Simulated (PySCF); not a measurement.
# [NO2]+ (SMILES O=[N+]=O): levels of theory compared

Aim: a comparison of 5 runs (B3LYP/6-31G*, B3LYP/def2-TZVPPD, PBE0/def2-TZVPPD, SCS-MP2/def2-TZVPPD, CCSD(T)/def2-TZVPPD) of [NO2]+. The job is set up through a Python script.

The calculation is run with PySCF 2.14.0.

1 further run of the same task is left out (set aside as unsound or not needed).

## Step 1: Starting point

The species is [NO2]+ (3 atoms), meant as a singlet with charge +1. As SMILES, `O=[N+]=O`. The shape is that of a PBE0-D4/def2-TZVP optimisation.

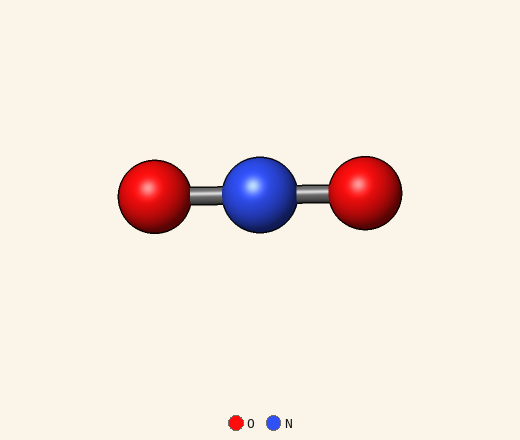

Viewed from a chosen angle; oxygen red, nitrogen blue.

## Step 2: The energy at B3LYP/6-31G(d) (spherical functions) (run 1)

job.py

```python
# nitryl ion
from pyscf import gto, dft

mol = gto.M(
    atom='''
O       -0.572980       0.927020      -0.209580
N       -0.000010      -0.000010       0.000000
O        0.572990      -0.927010       0.209580
''',
    max_memory=1860,
    charge=1,
    basis='6-31g*',
    verbose=4,
)

mf = dft.RKS(mol)
mf.xc = 'b3lyp'
mf.conv_tol = 1e-10
mf.grids.level = 5
mf.kernel()
if not mf.converged:
    mf = mf.newton().run(mf.mo_coeff, mf.mo_occ)

etot = mf.e_tot
print('E = %.10f Eh' % etot)
```

On the command line:

```bash
$ OMP_NUM_THREADS=1 python job.py
```

The log of the run:

```text
PySCF version 2.14.0

[... 69 lines left out ...]
converged SCF energy = -204.707036854656
E = -204.7070368547 Eh
```

It took 3.6 s on 1 thread of Arm Neoverse V1, shared host; peak memory 0.24 GiB.

## Step 3: The energy at B3LYP/def2-TZVPPD (run 2)

mol.xyz

```xyz
3

O     -0.572980     0.927020    -0.209580
N     -0.000010    -0.000010     0.000000
O      0.572990    -0.927010     0.209580
```

job.py

```python
# nitryl ion
from pyscf import gto, dft

mol = gto.Mole()
mol.atom = 'mol.xyz'
mol.charge = 1
mol.spin = 0
mol.verbose = 3
mol.max_memory = 1860
mol.basis = 'def2-tzvppd'
mol.build()

myscf = dft.RKS(mol, xc='b3lyp')
myscf.grids.level = 5
myscf.conv_tol = 1e-10
myscf.kernel()
if not myscf.converged:
    myscf = myscf.newton().run(myscf.mo_coeff, myscf.mo_occ)

e_tot = myscf.e_tot
print('E = %.10f Eh' % e_tot)
```

On the command line:

```bash
$ OMP_NUM_THREADS=1 python job.py
```

The log of the run:

```text
converged SCF energy = -204.809191649111
E = -204.8091916491 Eh
```

Run time: 13 s. Hardware: 1 thread of Arm Neoverse V1, shared host; peak memory 0.61 GiB.

## Step 4: The energy at PBE0/def2-TZVPPD (run 3)

input.xyz

```xyz
3
NO2
O     -0.572980     0.927020    -0.209580
N     -0.000010    -0.000010     0.000000
O      0.572990    -0.927010     0.209580
```

job.py

```python
from pyscf import gto, dft

molecule = gto.M(
    atom='input.xyz',
    max_memory=1860,
    charge=1,
    verbose=4,
    basis='def2-tzvppd',
)

mf = dft.RKS(molecule)
mf.xc = 'pbe0'
mf.conv_tol = 1e-10
mf.grids.level = 5
mf.kernel()
if not mf.converged:
    mf = mf.newton().run(mf.mo_coeff, mf.mo_occ)

e_tot = mf.e_tot
print('E(%s) = %.9f' % ('PBE0', e_tot))
```

On the command line:

```bash
$ OMP_NUM_THREADS=1 python job.py
```

The log of the run:

```text
PySCF version 2.14.0

[... 68 lines left out ...]
converged SCF energy = -204.601852842809
E(PBE0) = -204.601852843
```

Wall time 12 s (1 thread of Arm Neoverse V1, shared host); peak memory 0.61 GiB.

Run 4 isn't shown in full; the table further down has it.

## Step 5: A single-point energy at CCSD(T)/def2-TZVPPD (run 5)

calc.py

```python
from pyscf import gto, scf, cc

system = gto.Mole()
system.atom = '''
O       -0.572980       0.927020      -0.209580
N       -0.000010      -0.000010       0.000000
O        0.572990      -0.927010       0.209580
'''
system.basis = 'def2-tzvppd'
system.verbose = 3
system.charge = 1
system.max_memory = 1860
system.build()

calc0 = scf.RHF(system)
calc0.conv_tol = 1e-10
calc0.kernel()
if not calc0.converged:
    calc0 = calc0.newton().run(calc0.mo_coeff, calc0.mo_occ)

mycc = cc.CCSD(calc0, frozen=3)
mycc.kernel()
e_t = mycc.ccsd_t()
energy = mycc.e_tot + e_t
print(f'total energy: {energy:.8f} hartree')
```

On the command line:

```bash
$ OMP_NUM_THREADS=1 python calc.py
```

The log of the run:

```text
converged SCF energy = -203.777608434623
E(CCSD) = -204.4290073458741  E_corr = -0.6513989112513938
CCSD(T) correction = -0.0387315762064406
total energy: -204.46773892 hartree
```

Run time: 73 s. Hardware: 1 thread of Arm Neoverse V1, shared host; peak memory 1.7 GiB.

## Step 6: Overview of the runs

| run | level | integration grid | frozen core orbitals | energy (Eh) | HOMO energy (eV) | LUMO energy (eV) | HOMO–LUMO gap (eV) | wall time |
| --- | --- | --- | --- | --- | --- | --- | --- | --- |
| 1 | B3LYP/6-31G* (spherical functions) | 5 | – | -204.707037 | -20.93 | -11.17 | 9.76 | 3.6 s |
| 2 | B3LYP/def2-TZVPPD | 5 | – | -204.809192 | -20.88 | -11.12 | 9.76 | 13 s |
| 3 | PBE0/def2-TZVPPD | 5 | – | -204.601853 | -21.14 | -10.74 | 10.40 | 12 s |
| 4 | SCS-MP2/def2-TZVPPD | – | 3 | -204.436018 | -25.12 | -6.04 | 19.08 | 3.9 s |
| 5 | CCSD(T)/def2-TZVPPD | – | 3 | -204.467739 | -25.12 | -6.04 | 19.08 | 73 s |

## Step 7: Outcome

```
                                          quantity          value
                               run 5: total energy  -204.46774 Eh
        run 5: HOMO energy (Hartree–Fock orbitals)      -25.12 eV
        run 5: LUMO energy (Hartree–Fock orbitals)       -6.04 eV
      run 5: HOMO–LUMO gap (Hartree–Fock orbitals)       19.08 eV
run 5: correlation energy (3 core orbitals frozen)     -690.1 mEh
                             run 5: (T) correction     -38.73 mEh
                              run 5: T1 diagnostic          0.020
```

Over runs 1, 2, 3 the HOMO–LUMO gap runs from 9.76 eV (B3LYP/6-31G*) to 10.40 eV (PBE0/def2-TZVPPD). The two ends differ in method and basis. Totals of different functionals can't be ranked against each other. All runs together took 1.7 min, the longest 73 s.
